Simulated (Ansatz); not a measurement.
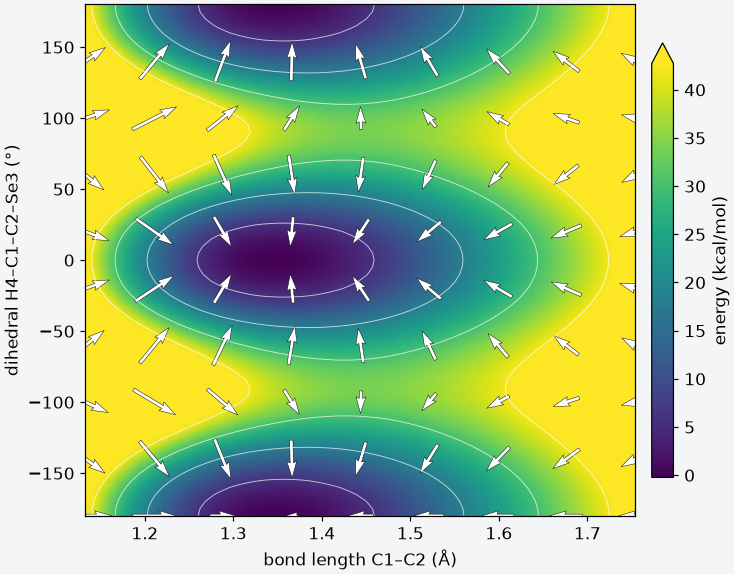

Energy landscape of C2H3Se, SMILES C=C[Se], spin multiplicity 2. Coordinates scanned: (1) bond length C1–C2; (2) dihedral H4–C1–C2–Se3. Nothing is relaxed (all other coordinates rigid). The scan uses a 9 × 9 grid; 45 points were computed and 36 follow by symmetry. Points are written as (first, second). Energies: kcal/mol, counted from the relaxed molecule at the same level. These are results of Ansatz, UKS CAM-B3LYP-D4/def2-SVP, not measurements.

In the figure: a smooth colour map with a few white contour lines, arrows along the force (downhill), their lengths compressed, one colour for all values above the top of the scale. Between grid points the surface is interpolated. 

### Describe this landscape.

The lowest grid point is at (1.366 Å, −180°), 0.17 kcal/mol from the relaxed molecule at the same level. A higher local minimum lies near (1.366 Å, −20°) (3.4 kcal/mol above the lowest at that grid point). The highest grid point, (1.133 Å, −100°), lies 102.4 kcal/mol above the lowest. On the interpolated surface the easiest way out of the lowest well to a well of about the same depth near (1.366 Å, −20°) passes a barrier of about 34 kcal/mol. Round the minimum the two coordinates are nearly uncoupled.

Each point was launched as `ansatz run input.yaml --threads 1 --pin off --max-ram 2560MiB --backend cpu --events-out ev --progress --plain --runs-dir out`. The whole map (45 points run) took 8.1 min on 1 thread of Arm Neoverse V1, with other jobs on the host.
